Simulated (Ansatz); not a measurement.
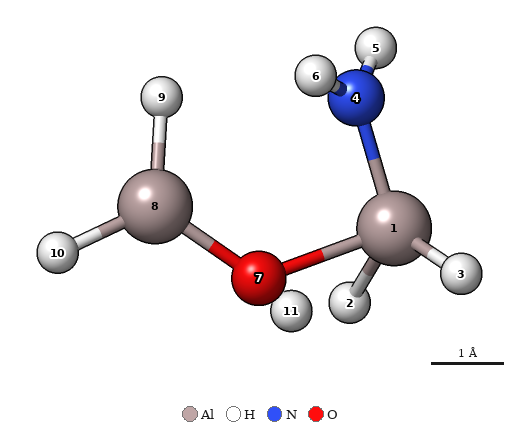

Fig. 1: The structure as given in the input (ball-and-stick view, seen at a tilt; atoms are numbered from 1 in the order of the input). Sticks mark near contacts. Bond lengths as drawn: Al–H 1.56 to 1.91 Å, Al–N 1.92 Å, Al–O 1.78 to 2.08 Å and H–N 1.06 Å.

## Run report: Al2NH7O, geometry relaxation (part 1 of 2)

The run: geometry relaxation of Al2NH7O. Method and program: RHF/6-31G* (Ansatz 0.2.0).

The input holds or restrains some coordinates. It belongs to a series of runs on one base structure; here: pulled along the bonds that form and break, towards end B. Figures and captions count atoms from 1; the log counts them from 0 in places.

### What the program printed
```
The last accepted step is kept in [file] (removed where the run ends without a failure and the disk answers)
Engine: ansatz 0.2.0, x86_64-unknown-linux-gnu
Functional definition: HF
  exchange = exact_x
  correlation = 0
882 factors; integrals over basis functions are off by at most 5.7e-4 eV
mean field evaluation 1: about -16786.9623 eV, gradient 5.3e1 eV
mean field evaluation 2: about -16787.0181 eV, gradient 5.3e1 eV
mean field evaluation 4: about -16793.1624 eV, gradient 4.7e0 eV
mean field evaluation 8: about -16793.2351 eV, gradient 2.6e-1 eV
mean field -16793.23548097 eV, -617.1400210618 hartree, gradient 2.6e-5 eV, S^2 0.000000; 0 other end points of the search recorded, 0 dependent functions left out
the calculation of the forces begins
reference -16793.23548097 eV, -617.1400210618 hartree; 24, 24 occupied and 58, 58 virtual orbitals, 882 factors
relax step   1: F+E_penalty+E_count = -16793.23548097 eV  Δ(F+E_penalty+E_count) = +0.000e0 eV  max|allowed force component| = 4.645e0 eV/Å  E_restraint = 21.28607016 eV  max|allowed force component, restraints' pulls added| = 2.444e1 eV/Å  Δτ_max = 0.0000 Å  (34 SCF iters, accepted)
  distance Al 0 - O 6 = 2.0800 Å
  distance H 10 - H 1 = 1.0026 Å
  distance Al 0 - H 1 = 1.9100 Å
  distance H 10 - O 6 = 1.5106 Å
these checks for a lower state are left out or cut short: starts, cluster_reference, orbital_swaps, neighbouring_geometries, increment
882 factors; integrals over basis functions are off by at most 5.5e-4 eV
mean field evaluation 16: about -16794.4602 eV, gradient 4.1e-1 eV
mean field -16794.46060057 eV, -617.1850433769 hartree, gradient 2.8e-5 eV, S^2 0.000000; 0 other end points of the search recorded, 0 dependent functions left out
[... from here on the field's lines of each further geometry are left out, up to the last ...]
relax step   2: F+E_penalty+E_count = -16794.46060057 eV  Δ(F+E_penalty+E_count) = -1.225e0 eV  max|allowed force component| = 5.209e0 eV/Å  E_restraint = 7.74711151 eV  max|allowed force component, restraints' pulls added| = 1.475e1 eV/Å  Δτ_max = 0.1948 Å  (37 SCF iters, accepted)
relax step   3: F+E_penalty+E_count = -16795.56804300 eV  Δ(F+E_penalty+E_count) = -1.107e0 eV  max|allowed force component| = 4.052e0 eV/Å  E_restraint = 1.31937850 eV  max|allowed force component, restraints' pulls added| = 7.759e0 eV/Å  Δτ_max = 0.1948 Å  (31 SCF iters, accepted)
relax step   4: F+E_penalty+E_count = -16796.24844186 eV  Δ(F+E_penalty+E_count) = -6.804e-1 eV  max|allowed force component| = 2.060e0 eV/Å  E_restraint = 0.02532702 eV  max|allowed force component, restraints' pulls added| = 1.374e0 eV/Å  Δτ_max = 0.1944 Å  (31 SCF iters, accepted)
relax step   5: F+E_penalty+E_count = -16796.47998161 eV  Δ(F+E_penalty+E_count) = -2.315e-1 eV  max|allowed force component| = 1.244e0 eV/Å  E_restraint = 0.04181013 eV  max|allowed force component, restraints' pulls added| = 7.745e-1 eV/Å  Δτ_max = 0.2000 Å  (31 SCF iters, accepted)
relax step   6: F+E_penalty+E_count = -16796.61236991 eV  Δ(F+E_penalty+E_count) = -1.324e-1 eV  max|allowed force component| = 1.411e0 eV/Å  E_restraint = 0.14942626 eV  max|allowed force component, restraints' pulls added| = 2.830e0 eV/Å  Δτ_max = 0.1937 Å  (31 SCF iters, accepted)
relax step   7: F+E_penalty+E_count = -16796.81999395 eV  Δ(F+E_penalty+E_count) = -2.076e-1 eV  max|allowed force component| = 9.026e-1 eV/Å  E_restraint = 0.09538683 eV  max|allowed force component, restraints' pulls added| = 1.585e0 eV/Å  Δτ_max = 0.2000 Å  (30 SCF iters, accepted)
relax step   8: F+E_penalty+E_count = -16796.93864594 eV  Δ(F+E_penalty+E_count) = -1.187e-1 eV  max|allowed force component| = 9.656e-1 eV/Å  E_restraint = 0.06472353 eV  max|allowed force component, restraints' pulls added| = 6.504e-1 eV/Å  Δτ_max = 0.2000 Å  (31 SCF iters, accepted)
relax step   9: F+E_penalty+E_count = -16797.00384176 eV  Δ(F+E_penalty+E_count) = -6.520e-2 eV  max|allowed force component| = 1.013e0 eV/Å  E_restraint = 0.05626969 eV  max|allowed force component, restraints' pulls added| = 2.613e-1 eV/Å  Δτ_max = 0.2000 Å  (31 SCF iters, accepted)
relax step  10: F+E_penalty+E_count = -16797.04218971 eV  Δ(F+E_penalty+E_count) = -3.835e-2 eV  max|allowed force component| = 1.080e0 eV/Å  E_restraint = 0.05354469 eV  max|allowed force component, restraints' pulls added| = 2.150e-1 eV/Å  Δτ_max = 0.1999 Å  (31 SCF iters, accepted)
relax step  11: F+E_penalty+E_count = -16797.06010188 eV  Δ(F+E_penalty+E_count) = -1.791e-2 eV  max|allowed force component| = 1.192e0 eV/Å  E_restraint = 0.05103577 eV  max|allowed force component, restraints' pulls added| = 6.741e-2 eV/Å  Δτ_max = 0.1623 Å  (31 SCF iters, accepted)
relax step  12: F+E_penalty+E_count = -16797.07464571 eV  Δ(F+E_penalty+E_count) = -1.454e-2 eV  max|allowed force component| = 1.052e0 eV/Å  E_restraint = 0.12588958 eV  max|allowed force component, restraints' pulls added| = 2.452e0 eV/Å  Δτ_max = 0.1951 Å  (31 SCF iters, rejected (line search))
relax step  13: F+E_penalty+E_count = -16797.07496957 eV  Δ(F+E_penalty+E_count) = -1.487e-2 eV  max|allowed force component| = 1.055e0 eV/Å  E_restraint = 0.06393149 eV  max|allowed force component, restraints' pulls added| = 6.187e-1 eV/Å  Δτ_max = 0.0940 Å  (31 SCF iters, accepted)
relax step  14: F+E_penalty+E_count = -16797.07851872 eV  Δ(F+E_penalty+E_count) = -3.549e-3 eV  max|allowed force component| = 1.126e0 eV/Å  E_restraint = 0.05490259 eV  max|allowed force component, restraints' pulls added| = 1.028e-1 eV/Å  Δτ_max = 0.1000 Å  (32 SCF iters, accepted)
the calculation of the forces begins
reference -16797.07906925 eV, -617.2812703257 hartree; 24, 24 occupied and 58, 58 virtual orbitals, 882 factors
relax step  15: F+E_penalty+E_count = -16797.07906925 eV  Δ(F+E_penalty+E_count) = -5.505e-4 eV  max|allowed force component| = 1.199e0 eV/Å  E_restraint = 0.05267664 eV  max|allowed force component, restraints' pulls added| = 1.006e-1 eV/Å  Δτ_max = 0.1454 Å  (31 SCF iters, accepted)
```

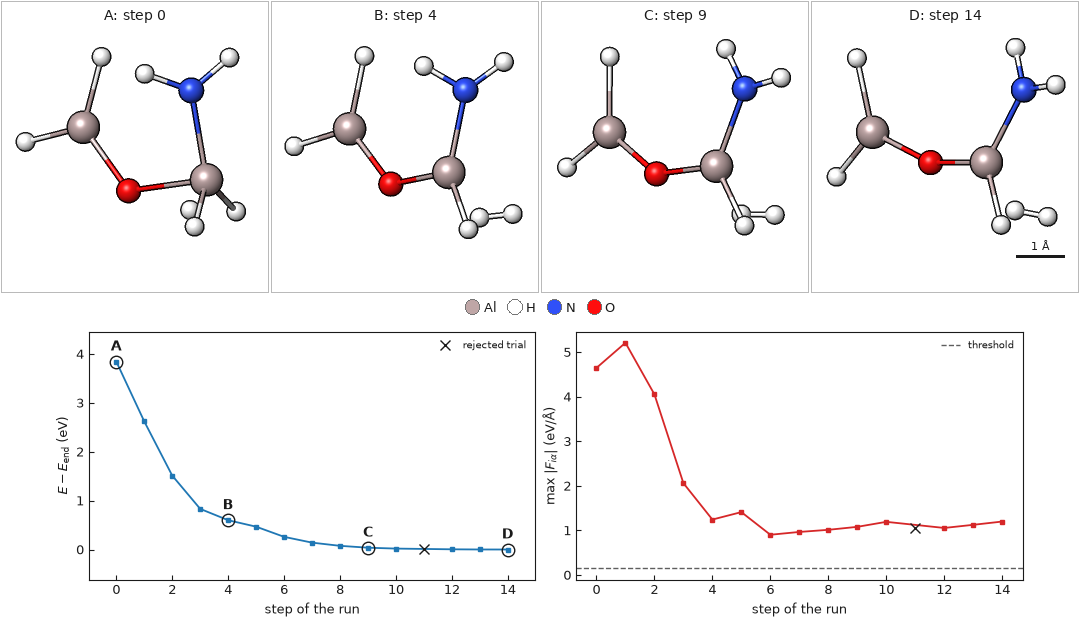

Fig. 2: Frames of the restrained relaxation (ball-and-stick view, seen at a tilt) above the curves, on which the letters mark them (the first geometry is step 0 here and step 1 in the log).

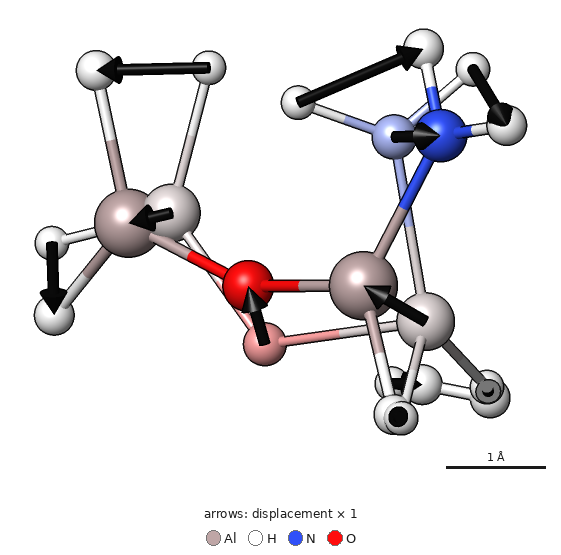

Fig. 3: Start (faint) and end (solid) with the displacements as black arrows, at true length (ball-and-stick view, seen at a tilt). The two geometries are laid on each other by the best rigid fit. The largest move after the best rigid fit is that of H6, 1.42 Å. Largest moves by element: H 1.42 Å, Al 0.75 Å, O 0.63 Å, N 0.59 Å. Among the contacts that change: Al1–H2 1.910 → 2.764 Å, Al1–O7 2.080 → 1.742 Å, H2–H11 1.003 → 0.703 Å, Al1–N4 1.920 → 1.772 Å. New bonds form: H2–H11 (1.00 → 0.70 Å). Among the angles that change: Al1–O7–Al8 125.0° → 156.0°, N4–Al1–O7 92.8° → 118.8°, H3–Al1–O7 105.4° → 121.1°. Over 14 geometry steps the energy falls by 3.844 eV. The largest force component goes from 4.6 to 1.2 eV/Å. The line search rejected the trial step at point 11 (counted from 0) and went back. (Atoms are counted from 1 in the order of the input.)

```
  distance Al 0 - O 6 = 1.7418 Å
  distance H 10 - H 1 = 0.7027 Å
  distance Al 0 - H 1 = 2.7645 Å
  distance H 10 - O 6 = 2.2245 Å
882 factors; integrals over basis functions are off by at most 8.4e-4 eV
mean field -16797.07906925 eV, -617.2812703257 hartree, gradient 1.9e-5 eV, S^2 0.000000; 1 other end points of the search recorded, 0 dependent functions left out
the calculation of the forces begins
reference -16797.07906925 eV, -617.2812703257 hartree; 24, 24 occupied and 58, 58 virtual orbitals, 882 factors
Total energy: -16797.07906925 eV, -617.2812703257 hartree
Atom 0 at    -0.287472     0.501756    -0.454828 Å, force    -0.315021     1.017162     0.337935 eV/Å
Atom 1 at    -0.059506     0.070757     2.266306 Å, force     0.257929    -1.198895     0.560370 eV/Å
Atom 2 at     1.233700     0.106888    -0.601404 Å, force    -0.081821     0.018016     0.005181 eV/Å
Atom 3 at    -1.546293    -0.547460    -1.128956 Å, force    -0.029896     0.053709     0.027137 eV/Å
Atom 4 at    -1.372985    -1.417466    -1.587406 Å, force     0.007120     0.002922     0.008292 eV/Å
Atom 5 at    -2.526605    -0.349199    -1.121305 Å, force     0.082822    -0.025870     0.005822 eV/Å
Atom 6 at    -0.759042     2.002934     0.292177 Å, force     0.182692    -0.754788    -0.795227 eV/Å
Atom 7 at    -1.706605     3.379799     0.520474 Å, force    -0.036411    -0.100582     0.086010 eV/Å
Atom 8 at    -3.114704     3.492092    -0.210723 Å, force     0.092062     0.005224    -0.010454 eV/Å
Atom 9 at    -1.220263     4.514446     1.512668 Å, force     0.017155    -0.017759    -0.051656 eV/Å
Atom 10 at    -0.184724     0.713552     2.011498 Å, force    -0.176632     1.000862    -0.173410 eV/Å
Dipole moment:    -0.176782    -0.195615    -0.148308 e Å
```

### Trajectory as extended XYZ (Å, eV, eV/Å), 15 frames, from step=1 to step=15
```
11
Properties=species:S:1:pos:R:3:forces:R:3 step=1 energy=-16793.23548
Al    0.0000    0.0000    0.0000   -2.6998   4.6454  -0.9776
H     0.0000    0.0000    1.9100   -0.1345   0.7910  -0.1608
H     1.3510    0.0000   -0.7800    0.3872  -0.8066   0.4300
N    -1.6627    0.0000   -0.9600    0.6544  -1.6957   0.8594
H    -2.3316   -0.8164   -0.8614    1.0781   2.5042  -1.0226
H    -1.9118    0.8164   -1.5886    0.1426  -2.5202   1.5580
O    -0.2602    1.9567    0.6559   -1.1096  -1.4336   0.6114
Al   -1.7608    2.8990    0.4873    1.7980  -1.1466   0.1600
H    -3.0134    2.2572   -0.1857   -0.3230   0.1975  -0.0580
H    -1.8235    4.3665    1.0126    0.0838   0.3195   0.1788
H    -0.1315    0.9887    1.8084    0.1228  -0.8548  -1.5786
11
Properties=species:S:1:pos:R:3:forces:R:3 step=2 energy=-16794.46060
Al   -0.0241    0.1159   -0.1547   -2.4092   5.2095  -0.1915
H    -0.0075    0.0533    2.0968   -0.1516   1.1280  -0.1398
H     1.3638   -0.0088   -0.7827    0.7173  -0.8921   0.2501
N    -1.6668   -0.0107   -0.9652    0.5939  -1.4330   0.3253
H    -2.3263   -0.7991   -0.8707    0.6050   1.6402  -0.8762
H    -1.9156    0.7919   -1.5766   -0.1939  -1.8373   1.1374
O    -0.2651    1.9610    0.5354   -1.0245  -1.3300  -0.8721
Al   -1.7529    2.8935    0.4869    1.8230  -1.0032  -0.1631
H    -3.0168    2.2605   -0.1859   -0.3603   0.1881  -0.0045
H    -1.8216    4.3689    1.0145    0.0822   0.1932   0.1998
H    -0.1114    0.8418    1.9007    0.3182  -1.8633   0.3346
11
Properties=species:S:1:pos:R:3:forces:R:3 step=3 energy=-16795.56804
Al   -0.0581    0.2573   -0.2844   -0.8026   4.0523   0.3324
H    -0.0069    0.0685    2.2268    0.2641  -2.0729   0.8073
H     1.3761   -0.0256   -0.7775    0.3856  -0.7097   0.2533
N    -1.6648   -0.0275   -0.9734    0.3021  -0.8318  -0.2306
H    -2.3208   -0.7856   -0.8813    0.0942   0.7049  -0.6620
H    -1.9251    0.7669   -1.5617   -0.5760  -1.2530   0.6545
O    -0.2769    1.9677    0.4033   -0.3608  -1.2763  -0.7344
Al   -1.7330    2.8849    0.4784    0.9012  -0.3969  -0.3759
H    -3.0225    2.2643   -0.1849   -0.2303   0.2081   0.0968
H    -1.8194    4.3695    1.0173    0.1680  -0.0266   0.1840
H    -0.0931    0.7275    2.0359   -0.1456   1.6018  -0.3255
```
